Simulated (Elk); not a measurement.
Band structure of W (Im-3m, 1 atom in the cell).

```xyz
1
Lattice="-1.5852 1.5852 1.5852 1.5852 -1.5852 1.5852 1.5852 1.5852 -1.5852" Properties=species:S:1:pos:R:3 pbc="T T T"
W      0.0000     0.0000     0.0000
```

Method of the run: PBE, all-electron FP-LAPW, Elk's shipped species files, APW+lo basis with extra local orbitals in Elk 10.2.4.

Settings: xctype = 20; rgkmax = 7.5; swidth = 0.00499791 Ha; ngridk = 19 19 19; gmaxvr = 14 1/bohr; nxlo = 2; lorbcnd = true; rmtscf = 0.87; lmaxi = 2; maxscl = 100.

The starting cell comes from a database of computed structures (which also holds hypothetical and non-ambient phases and stackings), without a prior relaxation at this level. Spin-orbit coupling is off. Spin polarisation is off. Values depend on the basis (sphere radii, cutoffs, local orbitals), which need not be converged.

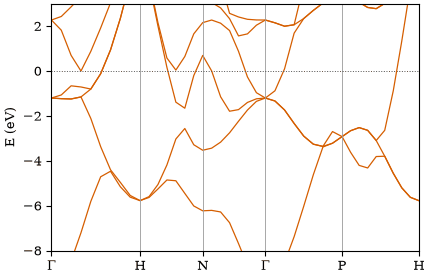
Bands along the path, energies from the Fermi level.

Levels in eV from the Fermi level, bands 11 to 17:
| point | 11 | 12 | 13 | 14 | 15 | 16 | 17 |
|---|---|---|---|---|---|---|---|
| Γ | -28.18 | -9.60 | -1.21 | -1.21 | -1.21 | 2.27 | 2.27 |
| H | -28.22 | -5.77 | -5.77 | 5.20 | 5.20 | 5.20 | 8.23 |
| N | -28.21 | -6.23 | -3.53 | 0.69 | 2.15 | 3.14 | 6.14 |
| P | -28.22 | -2.92 | -2.92 | -2.92 | 3.35 | 3.35 | 6.59 |

Bands cross the Fermi level along this path, so the cell is metallic at this level.
